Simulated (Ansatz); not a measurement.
HfSiH$_{4}$OCl$_{4}$: several calculations on one system

### Relaxation

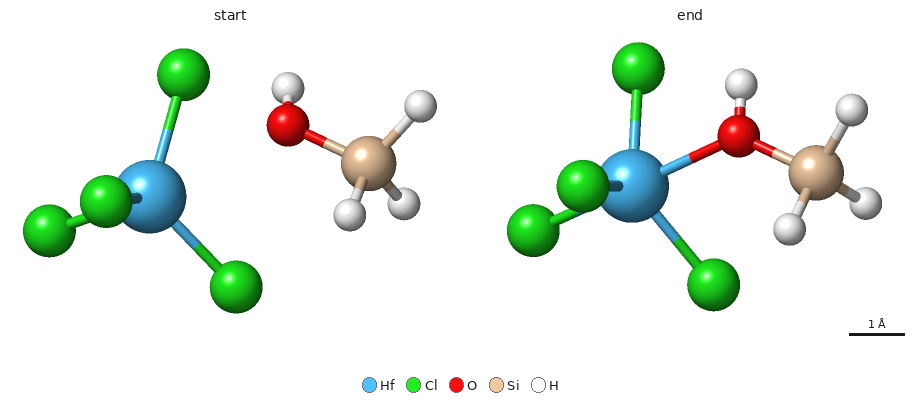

The structure of HfSiH4OCl4 before (left) and after (right) a relaxation, at one scale.

Style: ball-and-stick. Shown at a tilt.

The run prepares an end point of a later path (reaction) calculation, from a guessed geometry.

Theory: RKS PBE/def2-SVP in Ansatz. Set-up: no spin polarisation; force threshold 0.03 eV/Å; at most 50 steps.

> Summarise the run.

The largest move after the best rigid fit is that of an H atom, 0.55 Å. Largest moves by element: H 0.55 Å, O 0.53 Å, Hf 0.51 Å, Cl 0.50 Å, Si 0.33 Å. Among the contacts that change: Hf–O 3.255 → 2.331 Å, H–Hf 3.332 → 2.795 Å, Cl–Hf 2.479 → 2.399 Å, O–Si 1.696 → 1.742 Å. New bonds form, among them: Hf–O (3.26 → 2.33 Å). Among the angles between lasting bonds that change: Cl–Hf–Cl 113.7° → 125.6°, Cl–Hf–Cl 104.5° → 96.6°, Cl–Hf–Cl 103.8° → 97.5°. Groups turn about O–Si by about 30°. After 8 accepted moves (9 points after the start) the energy has fallen by 0.545 eV. Largest force component: 1.3 eV/Å at the start, 0.023 eV/Å at the end. The line search rejected the trial step at point 7 of the run. The run took 30 s on 4 threads of Intel(R) Xeon(R) Platinum 8259CL CPU @ 2.50GHz (Skylake/Cascade Lake), on a shared host, peak memory 0.29 GiB.

Limits of the set-up: the start holds two separate molecules, 2.6 Å apart at their closest, whose relative position is a soft coordinate and is computed without a dispersion correction.

### Relaxation

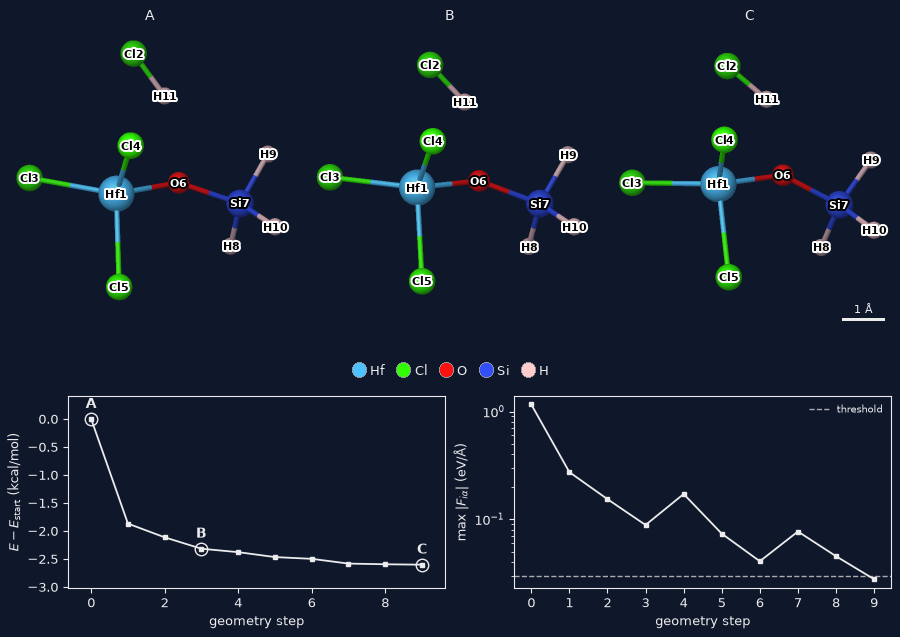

Frames of a relaxation of HfSiH$_{4}$OCl$_{4}$, marked on the history of the run. The picture is a ball-and-stick view, seen at a tilt.

The run prepares an end point of a later path (reaction) calculation, from a guessed geometry.

Level of theory: Ansatz 0.2.0, RKS PBE/def2-SVP. (no spin polarisation; force threshold 0.03 eV/Å; at most 50 steps)

Question: What happens along the run?

Answer: The energy falls by 2.60 kcal/mol in 9 geometry steps. The largest force component goes from 1.2 to 0.028 eV/Å. The largest move after the best rigid fit is that of Cl2, 0.43 Å. Largest moves by element: Cl 0.43 Å, H 0.27 Å, Hf 0.25 Å, O 0.21 Å, Si 0.04 Å. Near-neighbour distances that change, for instance: Hf1–Cl2 3.718 → 3.076 Å, Hf1–H11 3.225 → 2.807 Å, Hf1–O6 2.022 → 1.970 Å, Cl2–H11 1.339 → 1.319 Å. Among the angles between lasting bonds that change: Cl5–Hf1–O6 105.1° → 99.3°, Cl3–Hf1–Cl5 106.3° → 102.5°, Cl3–Hf1–Cl4 113.6° → 117.2°. Groups turn about Hf1–O6 by about 20°. From step 0 to 3: Cl2 moves most (0.34 Å), energy −2.32 kcal/mol. From step 3 to 9: Cl4 moves most (0.21 Å), energy −0.28 kcal/mol.

```csv
step,"E − E(0), kcal/mol","largest force component, eV/Å"
0,0.00,1.1633
1,-1.87,0.2739
2,-2.11,0.1538
3,-2.32,0.0885
4,-2.38,0.1716
5,-2.46,0.0736
6,-2.50,0.0408
7,-2.58,0.0770
8,-2.59,0.0454
9,-2.60,0.0278
```

Limits of the set-up: the start holds two separate molecules, 2.2 Å apart at their closest, whose relative position is a soft coordinate and is computed without a dispersion correction.

### Path

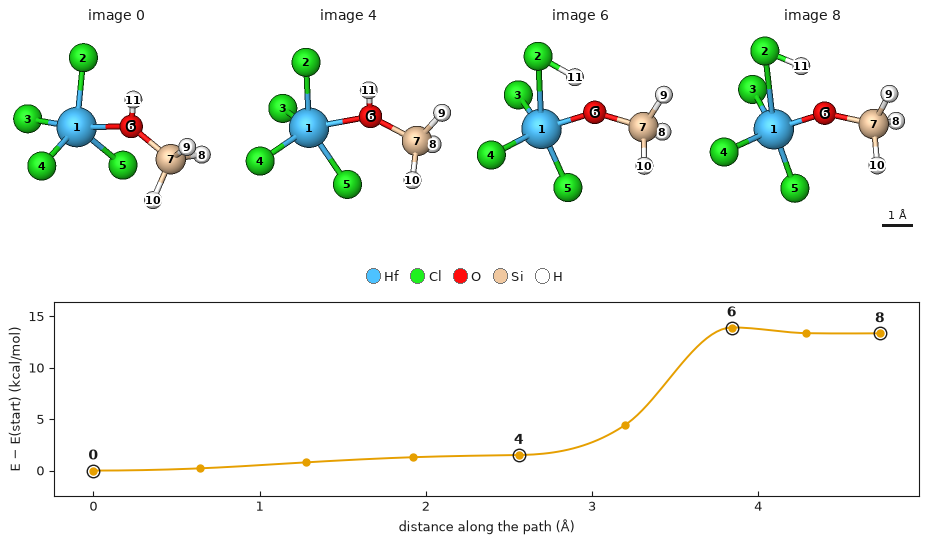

A nudged-elastic-band calculation for HfSiH$_{4}$OCl$_{4}$. Images are numbered from 0 (start) to 8 (end). Style: ball-and-stick. Shown at a tilt.

Computed with RKS PBE/def2-SVP in Ansatz 0.2.0. Run with 7 movable images; climbing image; force threshold 0.05 eV/Å; iteration limit 60; starting path through a guess of the saddle point.

### Read off the barrier and say what moves.

The energy climbs by 13.9 kcal/mol to image 6 and then falls by 0.6 kcal/mol, so the end point sits at +13.3 kcal/mol. A hydrogen atom shifts from one atom to another. Breaking: O6–H11 (0.98 → 1.45 at the top → 1.92 Å). Forming: Cl2–H11 (2.53 → 1.42 at the top → 1.32 Å). The band converged in 22 iterations, with a climbing image at the top. At the top, the vibrational analysis gives one imaginary mode (168i cm⁻¹), as a transition state must have.

Cost: 6.8 min on 4 threads of Intel(R) Xeon(R) Platinum 8259CL CPU @ 2.50GHz (Skylake/Cascade Lake), on a shared host, peak memory 0.31 GiB.
